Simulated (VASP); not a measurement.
Band structure of GeSb (space group Fm-3m). These are PBEsol GGA, VASP's PBE PAW potentials (set 64) (plane waves; VASP 6.6.1) values and carry that method's errors.

Unless said otherwise, spin-orbit coupling is left out, though it shifts the bands of the heavy elements here.

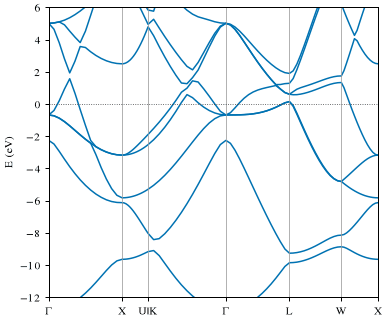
Fig. 1. Bands along high-symmetry lines, zero at the valence-band maximum or, without a gap, the Fermi level

Q: Read the plot: is there a gap, and where are the band edges?

A: It has no gap at this level: it comes out as a metal or semimetal. (Edges off the drawn lines would not show.)

The structure comes from a computed database's GeSb entry (Fm-3m); how it stands against other phases isn't given here. It was relaxed first. The electron count is odd and the run is not spin-polarised, which forces a metal.
